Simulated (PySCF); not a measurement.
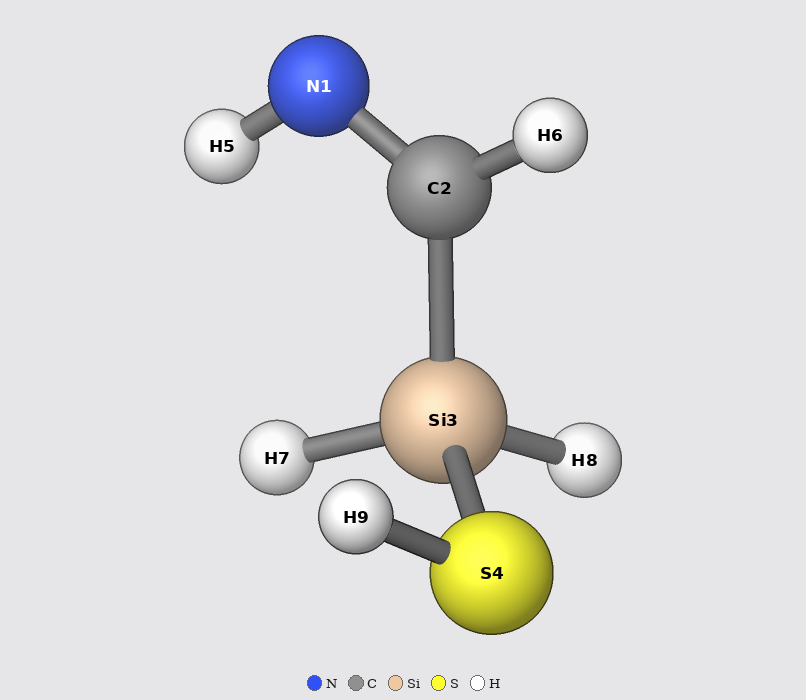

The computed structure is the end point of a PBE0-D3(BJ)/def2-SVP optimisation. No frequency run is at hand to confirm it as a minimum. Properties computed with delta-SCF UKS PBE, pcX-2 on the ionised atom, pcseg-1 elsewhere, spin-free X2C (PySCF 2.14.0).

Give the core-electron binding energies (to vacuum; p and d levels without spin–orbit splitting) of N1 1s, C2 1s, Si3 1s, Si3 2p, S4 1s, S4 2p.

```json
{"atom": "N1", "level": "1s", "binding energy (eV)": "404.2"}
{"atom": "C2", "level": "1s", "binding energy (eV)": "290.9"}
{"atom": "Si3", "level": "1s", "binding energy (eV)": "1843.9"}
{"atom": "Si3", "level": "2p", "binding energy (eV)": "106.9"}
{"atom": "S4", "level": "1s", "binding energy (eV)": "2473.3"}
{"atom": "S4", "level": "2p", "binding energy (eV)": "169.1"}
```
